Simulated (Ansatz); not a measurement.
**Profile along the Li–Li line in Li (bcc, W type)**

Li (bcc, W type), conventional cell a = b = c = 3.477 Å, α = β = γ = 90.00°. The calculation uses the primitive cell of 1 atom, to which meshes and values per cell refer.

Fields along a shortest Li–Li line of a {211} plane (3.01 Å), from Li to Li, interpolated on the slice's grid (step about 0.3 Å). All values below come from r2SCAN (plane waves to 500 eV, PAW, scalar-relativistic; Ansatz, an electronic-structure program). k mesh 19×19×19. Inside the PAW spheres the values are not all-electron values, and peaks at nuclei hang on which shells count as valence. Li was relaxed with its symmetry unable to fall.

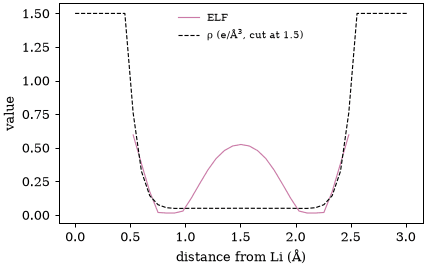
Figure. ELF (away from the nuclei) and valence density from Li to Li.

Density on the Li–Li line (3.01 Å) at its midpoint: 0.05 e/Å³. ELF at that point: 0.52. ELF maximum in the middle third of the Li–Li line: 0.52, 1.5 Å from Li.
